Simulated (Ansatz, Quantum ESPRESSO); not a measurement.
# Cl on fcc sites of Cu(111): the work function of the upper face at a withheld member of a series

Method. Quantum ESPRESSO 7.5, PBE, GBRV ultrasoft. Slabs of 3 layers, covered on the upper face; adsorbates and the top layer relax in a periodic cell, the rest is held (the clean slab relaxes both outer layers); a run under open boundaries (ESM, bc1) gives both vacuum levels. Cells of one to 9 surface sites carry the coverages, on meshes of like density; cold smearing of 0.02 Ry. The slabs take the lattice constants of the bulk relaxed by the same program. The series steps the coverage.

| coverage | work function of the upper face (eV) |
| --- | --- |
| 0 ML | 4.887 |
| 0.1111 ML | 4.967 |
| 0.1667 ML | 5.066 |
| 0.25 ML | 5.301 |
| 0.5 ML | 5.339 |
| 0.6667 ML | 5.337 |
| 0.75 ML | 5.321 |
| 1 ML | 5.549 |

**Question.** What is the work function of the upper face at 0.3333 ML?

By hand: The rows at 0.25 ML and 0.5 ML give a slope of (5.339 − (5.301))/(0.5 − (0.25)) = 0.152, so a straight line gives 5.314 eV. A parabola through these and the row at 0.1667 ML gives 5.425 eV.

**The withheld run.** 5.346 eV. The line misses by −0.032 and the parabola by +0.079 eV. The line does better here.

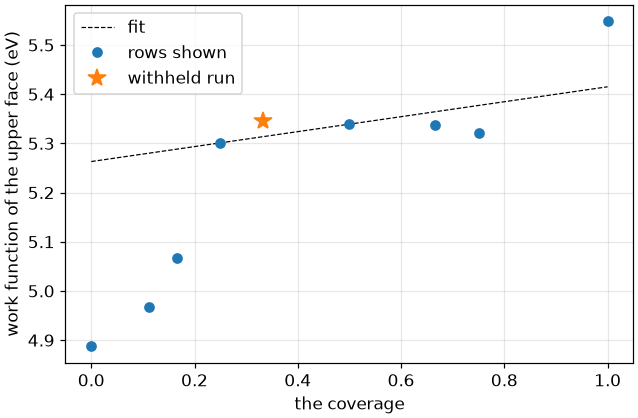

The rows shown, the fit and the withheld run.

**Limits.** Thin slabs, one site and one ordered pattern a coverage; no reconstruction or subsurface sites; meshes differ a little between cells.
